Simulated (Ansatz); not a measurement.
Input file:

```
crystal:
  periodic: [false, false, false]
  atoms:
    - {symbol: C, position_ang: [-1.546252, -1.747739, 0.042872]}
    - {symbol: Zr, position_ang: [-0.207724, 0.073342, 0.337996]}
    - {symbol: O, position_ang: [-0.944964, 0.708502, 2.057720]}
    - {symbol: C, position_ang: [-1.419740, 0.592459, -1.844087]}
    - {symbol: C, position_ang: [-2.056071, 1.364350, -0.843983]}
    - {symbol: C, position_ang: [-1.141272, 2.326176, -0.386248]}
    - {symbol: C, position_ang: [0.073653, 2.137560, -1.076699]}
    - {symbol: C, position_ang: [-0.108750, 1.075109, -1.995533]}
    - {symbol: C, position_ang: [2.013950, -0.038971, 1.558549]}
    - {symbol: C, position_ang: [2.309783, 0.143635, 0.193822]}
    - {symbol: C, position_ang: [1.910491, -1.023136, -0.497807]}
    - {symbol: C, position_ang: [1.369945, -1.922016, 0.441694]}
    - {symbol: C, position_ang: [1.426971, -1.311977, 1.710804]}
    - {symbol: H, position_ang: [-1.342380, -2.333003, -0.859610]}
    - {symbol: H, position_ang: [-2.591257, -1.424390, -0.001420]}
    - {symbol: H, position_ang: [-1.444161, -2.420203, 0.901705]}
    - {symbol: H, position_ang: [-0.671821, 0.492997, 2.947849]}
    - {symbol: H, position_ang: [-1.862912, -0.227912, -2.387105]}
    - {symbol: H, position_ang: [-3.059321, 1.218013, -0.472530]}
    - {symbol: H, position_ang: [-1.314685, 3.033696, 0.410046]}
    - {symbol: H, position_ang: [0.970185, 2.726972, -0.953886]}
    - {symbol: H, position_ang: [0.631942, 0.699519, -2.685635]}
    - {symbol: H, position_ang: [2.184991, 0.682969, 2.343693]}
    - {symbol: H, position_ang: [2.772520, 1.015165, -0.243739]}
    - {symbol: H, position_ang: [2.008785, -1.199152, -1.558585]}
    - {symbol: H, position_ang: [0.970640, -2.900115, 0.225787]}
    - {symbol: H, position_ang: [1.067435, -1.741860, 2.634342]}
basis:
  gaussian: {orbitals: def2-TZVPP}
hamiltonian: {xc: pbe0, dispersion: d4}
output: {orbitals: {seedname: orbitals}}
```

Run with:

```sh
ansatz run in.yaml --threads 11 --pin off --events-out ev --progress --plain --max-ram 110592MiB --backend cuda --devices 0, --max-vram 75GiB
```

Geometry: PBE0-D4/def2-TZVP; core potentials replace the inner electrons of Zr.

The calculation used Ansatz, RKS PBE0-D4/def2-TZVPP.

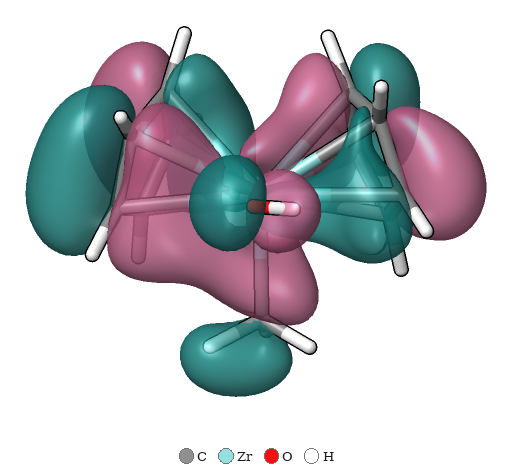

C₁₁H₁₄OZr. One frontier orbital at ±0.06 Å⁻³ᐟ² (teal and pink are the two phases), seen across its widest extent.

Question: Which orbital is it: HOMO or LUMO?

Answer: The HOMO, at −6.67 eV. It lies mainly on C8 (about 15 %), C5 (about 15 %), Zr2 (about 10 %), C13 (about 10 %), C6 (about 10 %) and O3 (about 5 %).
